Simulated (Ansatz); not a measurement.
## Electronic structure of CH$_{4}$Cl$_{2}$FNOW in real space

```yaml
atoms:
  - { symbol: C, position_ang: [1.0139, -1.6188, -0.4392] }
  - { symbol: N, position_ang: [0.2281, -0.4680, -0.2469] }
  - { symbol: W, position_ang: [-0.4586, 1.1034, 0.0368] }
  - { symbol: O, position_ang: [-1.9019, 0.5788, 1.0899] }
  - { symbol: F, position_ang: [-0.7911, 1.4336, -1.7598] }
  - { symbol: Cl, position_ang: [-1.1310, 3.3592, 0.3475] }
  - { symbol: Cl, position_ang: [1.4335, 1.6941, 1.1912] }
  - { symbol: H, position_ang: [1.1642, -1.8105, -1.5064] }
  - { symbol: H, position_ang: [1.9926, -1.4727, 0.0341] }
  - { symbol: H, position_ang: [0.5381, -2.4960, 0.0115] }
  - { symbol: H, position_ang: [-2.0223, -0.3600, 1.2619] }
```

Geometry: PBE0-D4/def2-TZVP; core potentials replace the inner electrons of W.

Theory: RKS PBE0-D4/def2-TZVPP in Ansatz.

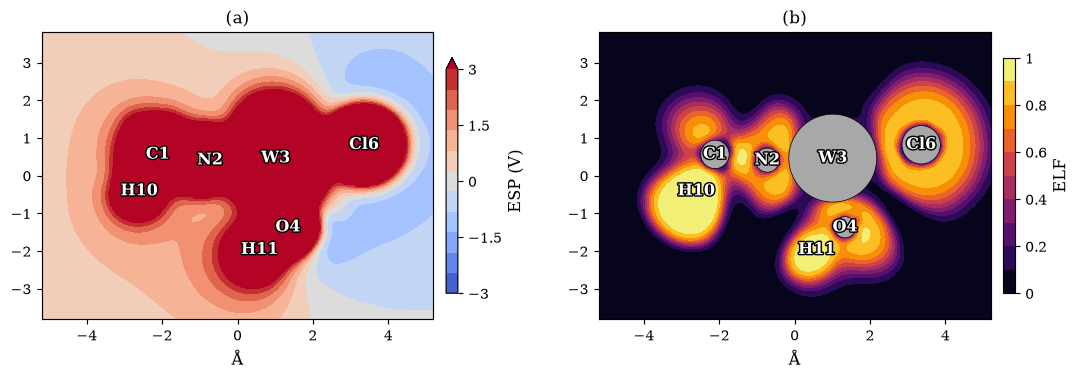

Figure 1. (a) molecular electrostatic potential; (b) ELF on the plane of atoms N2, W3 and O4. Grey discs cover the atomic cores in the ELF map.

Question: Interpret the plot.

Answer: The section cuts through C, N, W, O, Cl and H sites. W3···H11 (2.47 Å): the ELF climbs to about 0.95 towards the hydrogen. C–N (1.41 Å): the ELF peaks at about 0.95 between the atoms (a covalent bond). W–N (1.74 Å): the ELF peaks at about 0.75 in the valence shell of N, 0.5 Å from its nucleus, and drops to about 0.30 between the two atoms. W–O (1.86 Å): the ELF peaks at about 0.85 in the valence shell of O, 0.5 Å from its nucleus, and drops to about 0.30 between the two atoms. O–H (0.96 Å): the ELF climbs to about 1 towards the hydrogen; an ordinary covalent bond to hydrogen. Outside the dense part of the molecule the potential is most negative (−1.1 V) near Cl6.

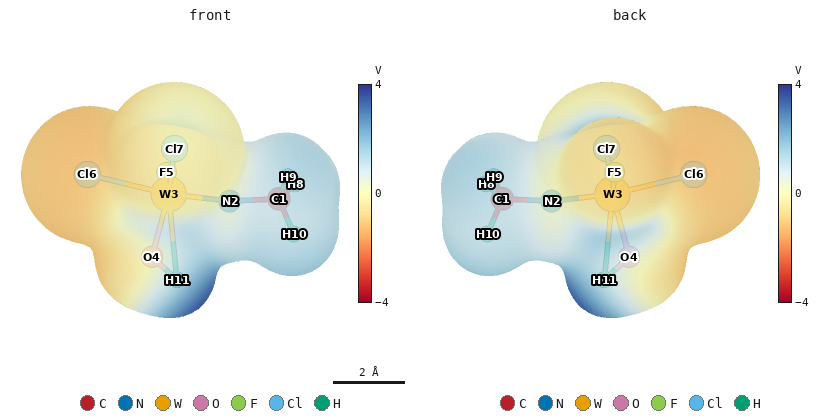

Figure 2. The molecular electrostatic potential painted on the density surface at 0.002 e/bohr³, seen from the front and from behind; red is negative and blue positive.

Question: Describe the electrostatic potential map.

Answer: The most negative region (about −1.2 V) lies over W3, F5 and Cl6, the most positive (about +3.4 V) over H11.

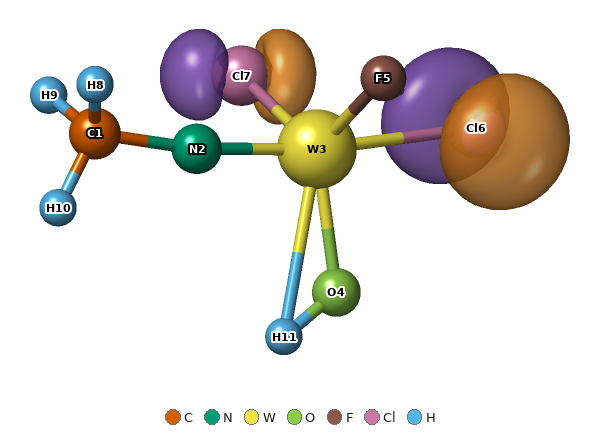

Figure 3. The HOMO at ±0.2 Å⁻³ᐟ² (orange and purple are the two phases), seen at an oblique angle.

Question: Describe this orbital and give its energy.

Answer: It lies mainly on Cl6 (about 75 %) and Cl7 (about 20 %); largely a lone pair of Cl6. Its energy is −8.11 eV.
